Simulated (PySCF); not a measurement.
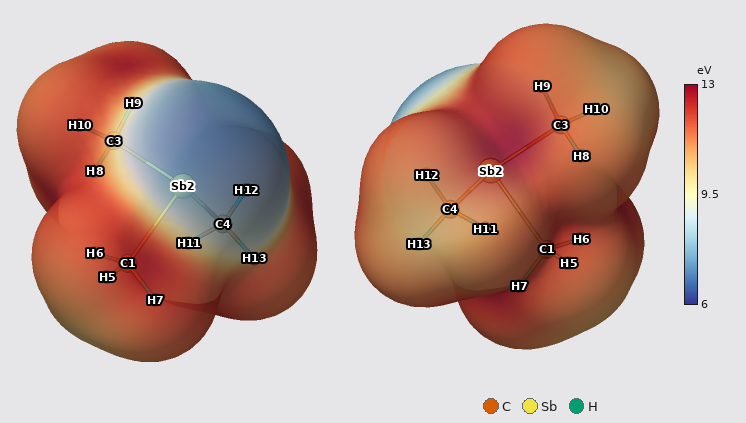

C3H9Sb, SMILES `C[Sb](C)C`. Average local ionisation energy on the surface of electron density 0.001 a.u. (back view left, front view right).

Method: PBE0/def2-TZVP; geometry: GFN2-xTB; program: PySCF. Core potentials replace the inner electrons of Sb; spin–orbit coupling isn't included. No frequency check shows the geometry to be a minimum. GFN2-xTB bond lengths at metals and heavier atoms can be off by up to 0.1 Å and shapes distorted, which carries into these values.

Geometry (Å), atoms numbered from 1:

```
C1       0.7955   -1.6383    0.7457
Sb2     -0.0010    0.0007   -0.4315
C3       1.0244    1.5036    0.7495
C4      -1.8142    0.1310    0.7514
H5       0.6908   -1.4139    1.8017
H6       1.8435   -1.7837    0.5138
H7       0.2560   -2.5511    0.5197
H8       0.8881    1.2942    1.8050
H9       0.6242    2.4872    0.5178
H10      2.0825    1.4961    0.5178
H11     -1.5641    0.1106    1.8066
H12     -2.3368    1.0527    0.5246
H13     -2.4649   -0.7042    0.5225
```

> Where are the most loosely bound electrons on this surface?

The lowest value is 6.9 eV, 2.6 Å from Sb2. Further minima include 10.3 eV, near H8 (1.83 Å), H10 (1.94 Å), H9 (1.98 Å) and C3 (1.99 Å), and at like points elsewhere. For comparison, the highest occupied orbital lies at −6.5 eV.

> What volume does the surface enclose, and what is the dipole moment?

About 140 Å³; the dipole moment is 0.6 D.

Run time: 28 s on 1 thread of Intel(R) Xeon(R) Platinum 8259CL CPU @ 2.50GHz (Skylake/Cascade Lake), on a shared host, peak memory 0.75 GiB.
